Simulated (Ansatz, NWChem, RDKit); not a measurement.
How methods differ on Si3NH9 (SMILES [SiH3]N([SiH3])[SiH3])

Si3NH9 has 13 atoms, charge 0, and is taken as a singlet. SMILES: `[SiH3]N([SiH3])[SiH3]`. Geometry: relaxed at PBE0-D4/def2-TZVP.

Quantity: the HOMO–LUMO gap, in eV. The values are calculated.

```json
{"level": "extended Hückel", "kind": "semi-empirical", "program": "RDKit", "value (eV)": "15.58"}
{"level": "HF/6-31G* (spherical functions)", "kind": "Hartree–Fock", "program": "Ansatz", "value (eV)": "14.01"}
{"level": "SVWN5/6-31G* (spherical functions)", "kind": "LDA", "program": "NWChem", "value (eV)": "5.05"}
{"level": "PBE/6-31G* (spherical functions)", "kind": "GGA", "program": "NWChem", "value (eV)": "5.27"}
{"level": "r2SCAN/6-31G* (spherical functions)", "kind": "meta-GGA", "program": "Ansatz", "value (eV)": "5.98"}
{"level": "B3LYP/6-31G* (spherical functions)", "kind": "global hybrid", "program": "Ansatz", "value (eV)": "7.08"}
{"level": "PBE0/6-31G* (spherical functions)", "kind": "global hybrid", "program": "Ansatz", "value (eV)": "7.46"}
{"level": "HSE06/6-31G* (spherical functions)", "kind": "range-separated hybrid", "program": "Ansatz", "value (eV)": "6.68"}
{"level": "PBE-QIDH/6-31G* (spherical functions)", "kind": "double hybrid", "program": "Ansatz", "value (eV)": "11.35"}
```

The values span 5.05 to 15.58 eV. Orbital gaps aren't excitation energies, and those of double hybrids come from the SCF part alone; they tend to grow with the share of exact exchange.

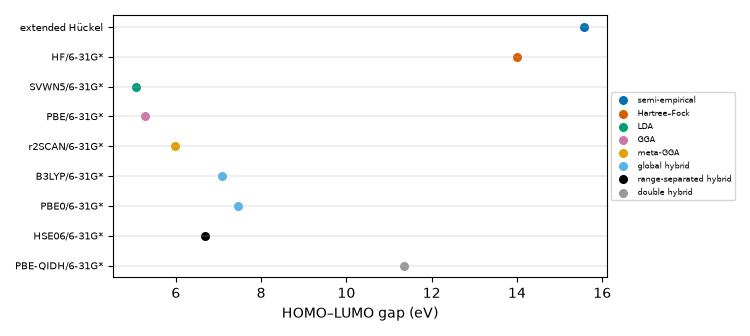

The values of the table, level by level.
